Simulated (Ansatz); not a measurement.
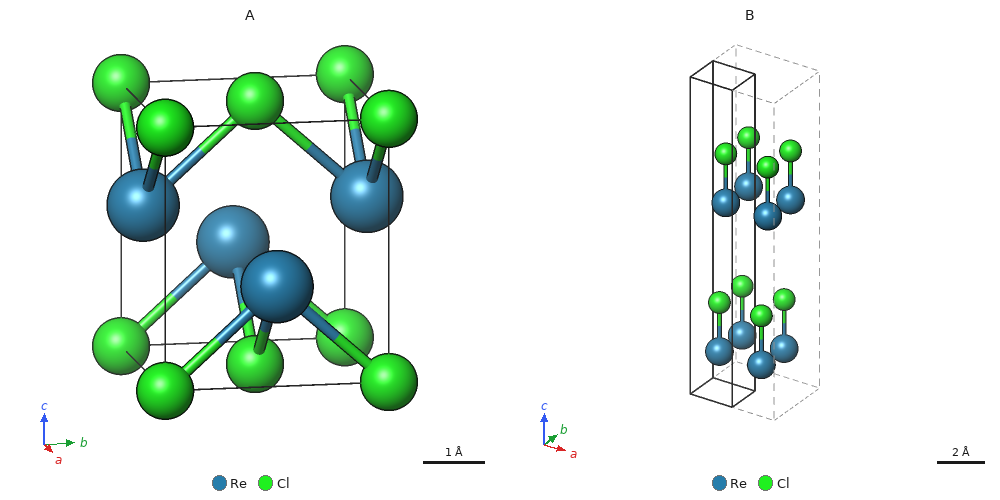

Two structures of ReCl, each relaxed to rest (conventional cells in solid outline, small ones repeated, not to one scale). Method: Ansatz, DFT PBE, scalar-relativistic, plane waves, PAW, without spin polarisation.

> What are the two structures?

A: 4 atoms a cell on a primitive tetragonal lattice, P4/nmm. B: 4 atoms a cell on a primitive hexagonal lattice, P6_3mc.

> Which structure is more stable?

B is lower, by 642 meV/atom at this level of theory (energies at zero smearing). Volumes: A 16.1, B 23.7 Å³/atom.

One or both may be structure types tried for this composition rather than known phases.
